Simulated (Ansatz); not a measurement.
CH3Cl3Ge

```xyz
8

Ge   -0.0844   -0.0370    0.7934
Cl    1.1994   -1.5157    1.6470
C     0.1182    0.0519   -1.1107
H     0.8912   -0.6796   -1.4199
Cl    0.3873    1.8304    1.7173
Cl   -2.0877   -0.5345    1.3435
H     0.4297    1.0789   -1.3874
H    -0.8536   -0.1944   -1.5833
```

Level of theory: Ansatz, RKS LDA/def2-SVP.

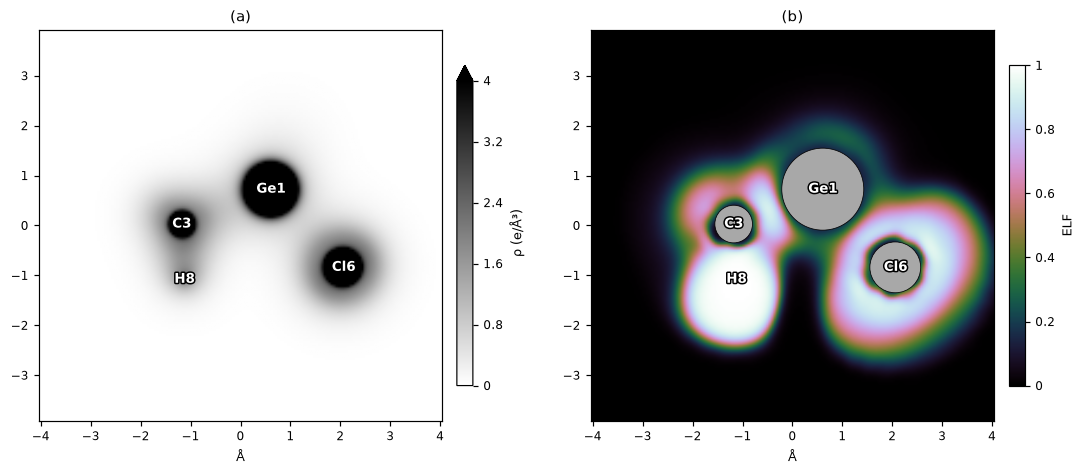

Figure 1. (a) electron density; (b) electron localisation function on the plane of atoms C3, Ge1 and Cl6. Grey discs cover the atomic cores in the ELF map.

Q: Interpret the plot.

A: The plane passes through Ge, C, Cl and H nuclei.
C–Ge (1.92 Å): ρ is about 0.93 e/Å³ halfway; the ELF peaks at about 0.90 between the atoms, as expected for a covalent bond.
Ge–Cl (2.14 Å): ρ at the midpoint is about 0.75 e/Å³; the ELF peaks at about 0.85 in the valence shell of Cl, 0.8 Å from its nucleus, and is about 0.65 at the midpoint.
C–H (1.11 Å): the density is about 1.9 e/Å³ at the midpoint; the ELF climbs to about 1 towards the hydrogen, as it does in any bond to H (a covalent bond by its length).
The ELF also peaks beside Cl6, away from the bonds: lone-pair regions.

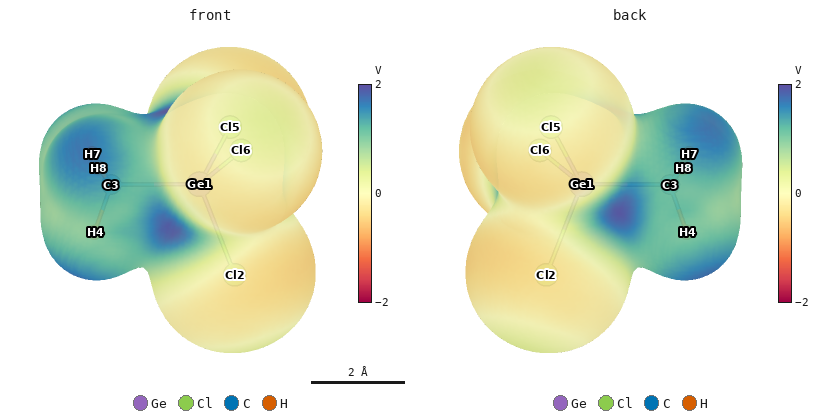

Figure 2. The molecular electrostatic potential painted on the density surface at 0.004 e/bohr³, seen from the front and from behind; the colour scale runs from red (negative) to blue (positive).

Q: Which sites attract a positive test charge, and which a negative one?

A: A positive charge is drawn to the negative regions and a negative charge to the positive ones. The most negative region (about −0.5 V, or −12 kcal/mol for a unit charge) lies over Cl2, Cl5 and Cl6, the most positive (about +1.9 V, or +44 kcal/mol for a unit charge) over Ge1. Cl2 shows a σ-hole: about +0.4 V, or +9 kcal/mol for a unit charge at the tip opposite its bond, against about −0.3 V, or −7 kcal/mol for a unit charge on its flanks. Cl5 shows a σ-hole: about +0.4 V, or +9 kcal/mol for a unit charge at the tip opposite its bond, against about −0.3 V, or −7 kcal/mol for a unit charge on its flanks. Cl6 shows a σ-hole: about +0.4 V, or +9 kcal/mol for a unit charge at the tip opposite its bond, against about −0.3 V on its flanks.

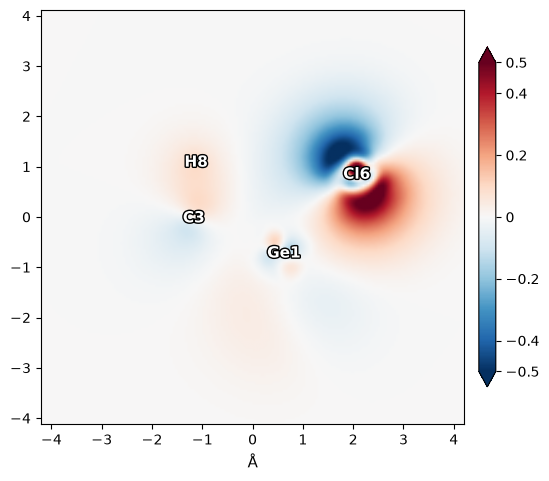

Figure 3. The HOMO−1 on the plane of atoms Ge1, C3 and H8 (values in Å⁻³ᐟ²; the overall sign is arbitrary).

Q: What is the character of this orbital?

A: It lies mainly on Cl6 (about 40 %), Cl5 (about 40 %) and Cl2 (about 10 %); largely a combination of lone pairs on Cl6, Cl5 and Cl2. It is one of a degenerate set, so its orientation is arbitrary. Its energy is −7.76 eV.
